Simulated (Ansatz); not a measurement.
## Single-point calculation, with input and output: Si₂H₇ClO₃F₂

Si₂H₇ClO₃F₂, computed with RKS PBE0-D4/def2-TZVPP (Ansatz 0.2.0).

The geometry is the product side of a reaction. The reaction was set up to form Si1–O8, H7–O10 and O2–H9 and to break Si1–O2, H7–O8 and H9–O10 (atoms counted from 1 in the order of the input); sticks are drawn by distance alone. The geometry comes from this level: PBE0-D4/def2-TZVP.

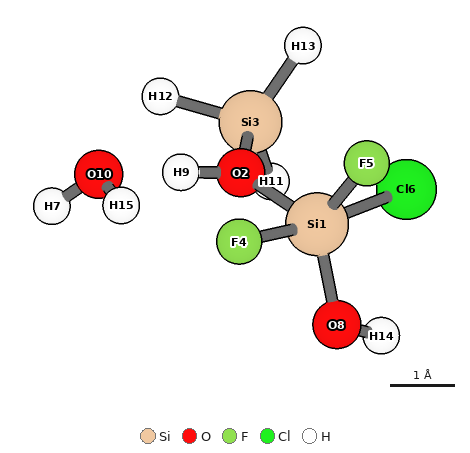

Fig. 1: The structure (ball-and-stick view, seen at a tilt; atoms are numbered from 1 in the order of the input).

Input file:
```yaml
crystal:
  periodic: [false, false, false]
  atoms:
    - {symbol: Si, position_ang: [-1.281495, 0.071407, 0.737785]}
    - {symbol: O, position_ang: [0.152025, -0.010828, -0.315219]}
    - {symbol: Si, position_ang: [0.701241, 1.037451, -1.573106]}
    - {symbol: F, position_ang: [-0.759371, -1.349371, 1.394101]}
    - {symbol: F, position_ang: [-2.595927, -0.570193, 0.116295]}
    - {symbol: Cl, position_ang: [-1.685649, 1.980815, -0.381910]}
    - {symbol: H, position_ang: [2.319236, -2.105997, 0.576068]}
    - {symbol: O, position_ang: [-1.226278, 0.852424, 2.166006]}
    - {symbol: H, position_ang: [0.743140, -0.834896, -0.153097]}
    - {symbol: O, position_ang: [1.443655, -2.130013, 0.181261]}
    - {symbol: H, position_ang: [1.127177, 2.346754, -1.053561]}
    - {symbol: H, position_ang: [1.919654, 0.265357, -1.945622]}
    - {symbol: H, position_ang: [-0.214559, 1.056576, -2.723535]}
    - {symbol: H, position_ang: [-1.464177, 1.779564, 2.097576]}
    - {symbol: H, position_ang: [0.821129, -2.389251, 0.877059]}
basis:
  gaussian: {orbitals: def2-TZVPP}
hamiltonian: {xc: pbe0, dispersion: d4}
output: {orbitals: {seedname: orbitals}}
```

Hardware: 4 CPU threads, shared host.

Run as:
```bash
ansatz run in.yaml --threads 4 --pin off --events-out ev --progress --plain --max-ram 66560MiB --backend cuda --devices 0, --max-vram 37GiB
```

Output:
```
Functional definition: PBE0
  name "PBE0"
  cite "Adamo & Barone, J. Chem. Phys. 110, 6158 (1999) doi:10.1063/1.478522"
  cite "Perdew, Burke & Ernzerhof, Phys. Rev. Lett. 77, 3865 (1996) doi:10.1103/PhysRevLett.77.3865"
  parent pbe
  parameter a = 0.25
  parameter kappa = 0.804
  parameter beta = 0.06672455060314922
  exchange = (1 - a)*pbe_x(kappa = kappa, mu = beta*pi^2/3) + a*exact_x
  correlation = pbe_c(beta = beta)
2085 factors; their error is unknown
mean field evaluation 1: about -39947.0736 eV, gradient 8.8e1 eV
mean field evaluation 2: about -39934.4089 eV, gradient 1.2e2 eV
mean field evaluation 4: about -39958.2339 eV, gradient 5.0e0 eV
mean field evaluation 8: about -39958.2705 eV, gradient 5.3e-2 eV
mean field evaluation 16: about -39958.3695 eV, gradient 8.2e-5 eV
mean field -39958.36949723 eV, -1468.4429942676 hartree, gradient 8.2e-5 eV, S^2 0.000000; 0 other end points of the search recorded, 0 dependent functions left out
reference -39958.36953411 eV, -1468.4429956228 hartree; 47, 47 occupied and 332, 332 virtual orbitals, 2085 factors
Total energy: -39958.73195567 eV, -1468.4563143697 hartree
```

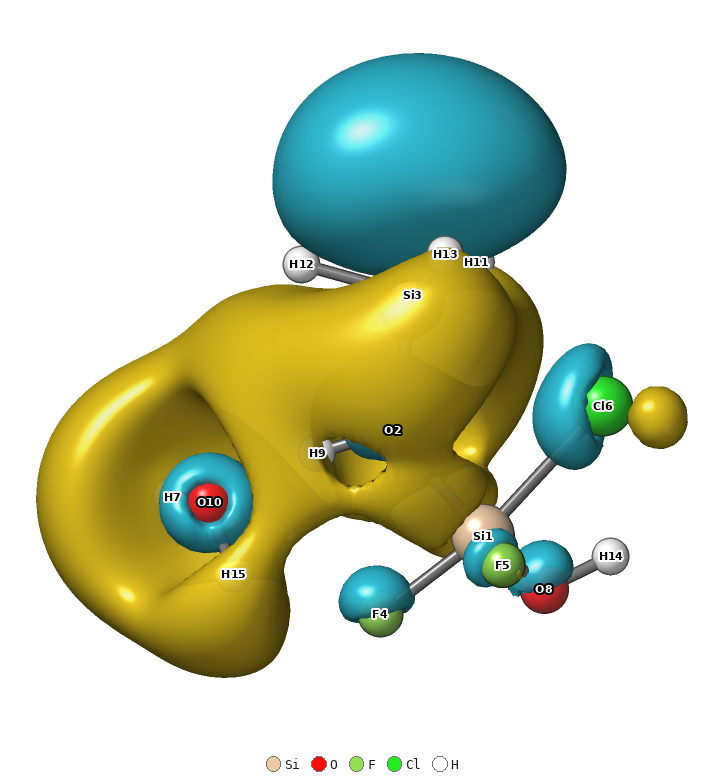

Fig. 2: The LUMO at ±0.06 Å⁻³ᐟ² (yellow and cyan are the two phases), seen at a tilt. By Hirshfeld shares it lies mainly on Si3 (40 %) and H7 (10 %). Its energy is −0.48 eV.

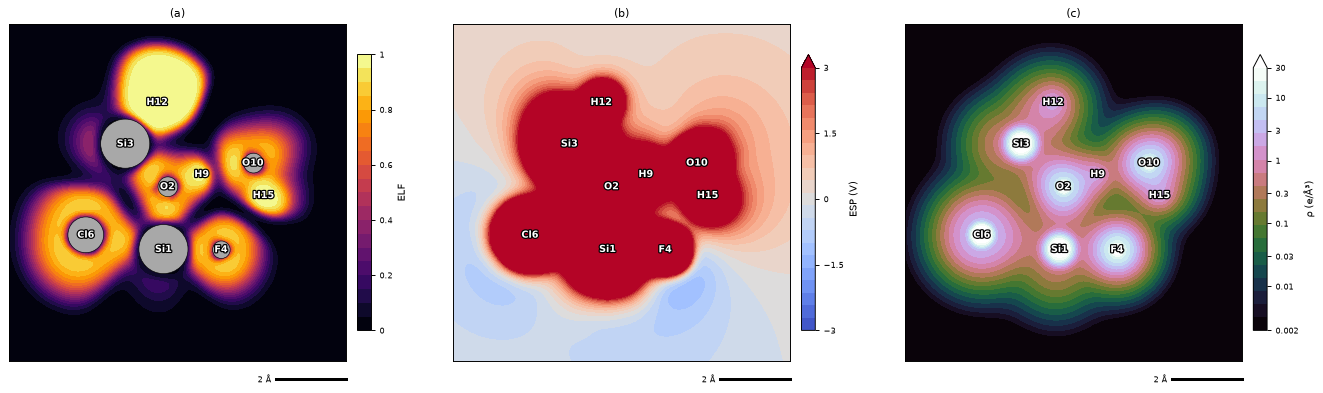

Fig. 3: (a) electron localisation function; (b) molecular electrostatic potential; (c) electron density on the plane of atoms O2, Si3 and H12. Grey discs, where drawn, cover atomic cores. The section cuts through Si, O, F, Cl and H sites. O10···H9 (1.51 Å): ρ is about 1.1 e/Å³ halfway, with its minimum of 0.51 e/Å³ about 1.1 Å from O; the ELF climbs to about 0.85 towards the hydrogen, as it does in any bond to H; by its geometry a hydrogen bond between the two molecules, with no shared pair.

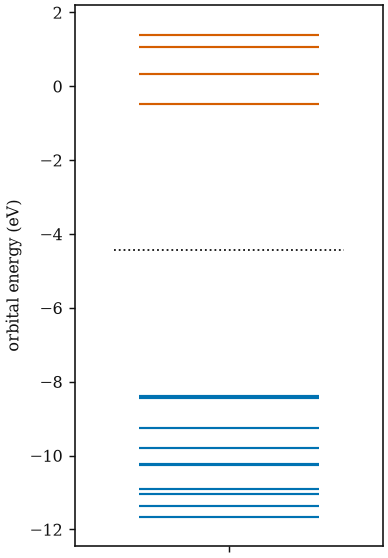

Fig. 4: Orbital energies near the frontier; the dotted line parts filled from empty levels, and levels within 0.02 eV of each other stand side by side. Highest filled −8.38 eV, lowest empty −0.48 eV, 7.90 eV apart.

Key numbers:

```json
{"quantity": "outcome", "value": "converged"}
{"quantity": "total energy", "value": "−39958.7320 eV"}
{"quantity": "mean-field energy", "value": "−39958.3695 eV"}
{"quantity": "dispersion energy", "value": "−0.3624 eV"}
{"quantity": "SCF solution under orbital rotations", "value": "stable"}
{"quantity": "HOMO", "value": "−8.38 eV"}
{"quantity": "LUMO", "value": "−0.48 eV"}
{"quantity": "wall time", "value": "6 s (CPU time 3.6 s; the host was busy)"}
{"quantity": "peak memory", "value": "0.92 GiB"}
```
